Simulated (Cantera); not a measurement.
Charge: 1 mol SrCl2, 3.2 mol H2, equilibrated at 330 Torr.

Cantera equilibrium calculation (NASA polynomials, part measured and part estimated; ideal gas, pure solids and liquids). Candidate condensed phases: Sr, SrCl2; 8 gas species. The numbers say what is thermodynamically allowed, not how fast it happens.

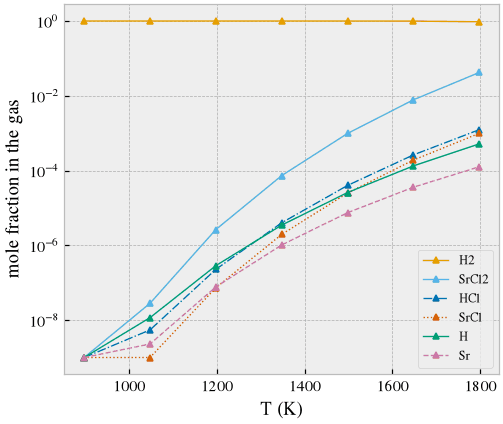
Figure. Equilibrium gas composition (values under 1e-9 drawn at 1e-9)

From 898 K to 1048 K the condensed part is SrCl2(s). From 1198 K to 1798 K the condensed part is SrCl2(l).
